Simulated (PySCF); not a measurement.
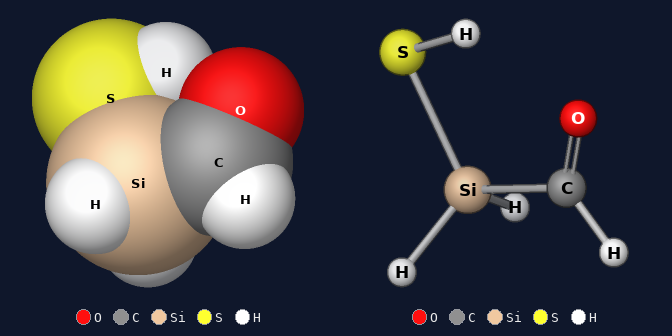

The same structure drawn twice, from different directions.

Computed geometry: PBE0-D3(BJ)/def2-SVP optimisation. No frequency run is at hand to confirm it as a minimum.

Give the formula.

CH₄OSSi, 8 atoms: 1 carbon, 4 hydrogen, 1 oxygen, 1 sulfur and 1 silicon.

Which point group does it belong to?

Cs.

What is its SMILES?

O=C[SiH2]S

More results for the same structure follow; atom numbers are the same in all pictures, views and colours differ.

**Core levels**

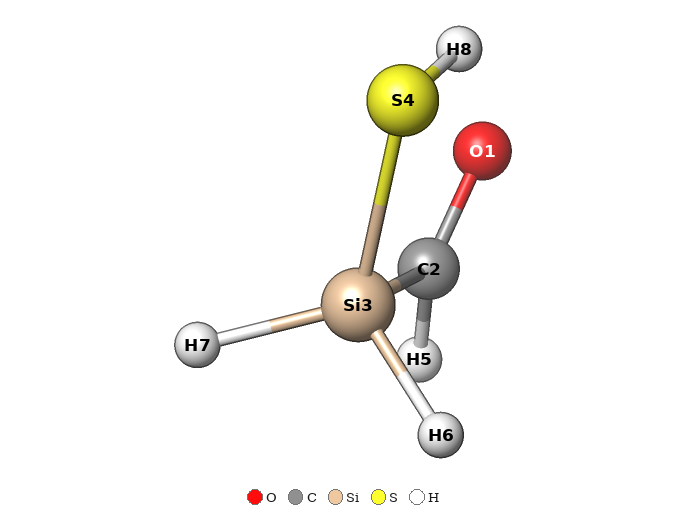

No frequency run is at hand to confirm it as a minimum. Properties computed with delta-SCF UKS SCAN, pcX-2 on the ionised atom, pcseg-1 elsewhere, spin-free X2C (PySCF 2.14.0).

Give the core-electron binding energies (to vacuum; p and d levels without spin–orbit splitting) of O1 1s, C2 1s, Si3 1s, Si3 2p, S4 1s, S4 2p.

```tsv
atom	level	binding energy (eV)
O1	1s	538.9
C2	1s	293.5
Si3	1s	1847.3
Si3	2p	107.8
S4	1s	2477.2
S4	2p	169.8
```

**NMR shielding**

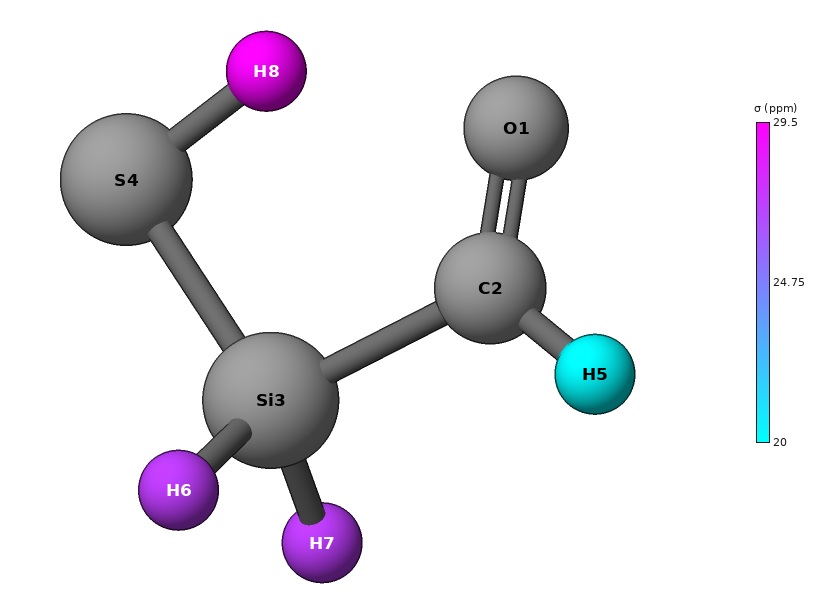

Atoms are coloured by their isotropic NMR shieldings (H only, the others grey). No frequency run is at hand to confirm it as a minimum. Properties computed with GIAO WP04/pcSseg-2 NMR shielding, non-relativistic, gas phase (PySCF 2.14.0).

List the isotropic NMR shieldings of the H atoms.

| atom | σ (ppm) |
| --- | --- |
| H5 | 20.15 |
| H6 | 27.20 |
| H7 | 27.20 |
| H8 | 29.31 |

**Dipole moment**

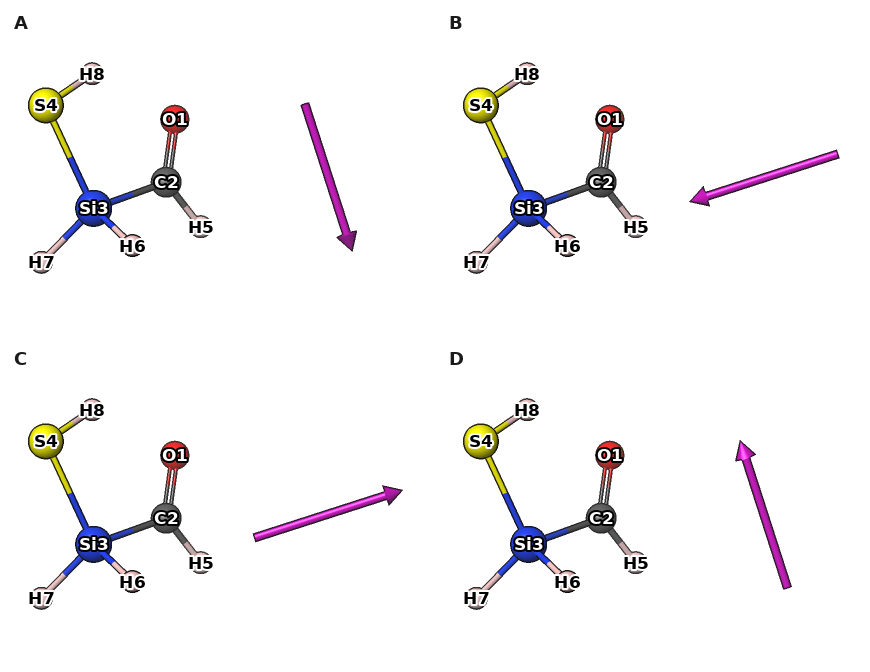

The same molecule four times, each with an arrow. No frequency run is at hand to confirm it as a minimum. Level of theory: PBE0/pcSseg-1, gas phase (PySCF 2.14.0).

Which arrow points along the dipole moment, from the negative to the positive end?

A. The dipole moment is 2.57 D; it points from the side of H8 to the side of H5 (the outermost atoms at the two ends).
